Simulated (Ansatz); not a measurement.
Strength of the Si–N bond: C2H9NSi2 → C2H5Si + SiH3(NH)

Species: C2H9NSi2 `C=C[SiH2]N[SiH3]`, singlet; C2H5Si `C=C[SiH2]`, doublet; SiH3(NH), doublet. 

Shapes, held fixed at every level: PBE0-D4/def2-TZVP. Flexible molecules stand in one conformer, not always the lowest. Programs: Ansatz 0.2.0. The zero-point and thermal change to 298 K, harmonic and unscaled (PBE0-D4/def2-TZVP), is -17.6 kJ/mol.

| level | kind | ΔH(298 K) (kJ/mol) |
| --- | --- | --- |
| HF/def2-SVP | Hartree–Fock | +334.7 |
| SPW92/def2-TZVPP | LDA | +491.7 |
| PBE-D4/def2-TZVPP | GGA | +427.7 |
| r2SCAN0-D4/def2-TZVPP | global hybrid | +424.7 |
| wB97M-V/def2-TZVPP | range-separated hybrid | +461.3 |
| wB97X-V/def2-TZVPP | range-separated hybrid | +456.6 |
| B2PLYP/def2-TZVPP | double hybrid | +441.6 |

B2PLYP/def2-TZVPP gives ΔH(298 K) = +441.6 kJ/mol; the levels span +334.7 to +491.7. The median of the levels is +441.6. Hartree–Fock misses the correlation of the pair that is broken and comes out low. No measured value is set beside it here. Spin contamination: C2H5Si (⟨S²⟩ up to 0.90). Open shells run unrestricted unless RO is named.

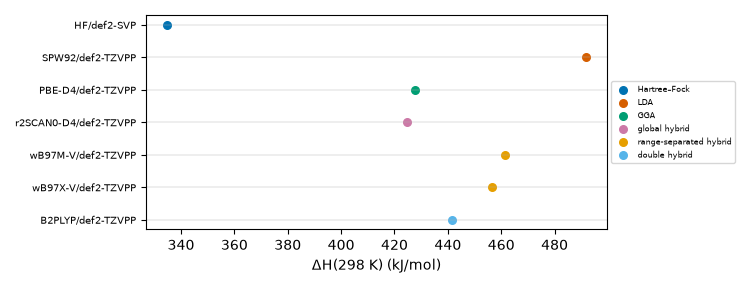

The values of the table, level by level.
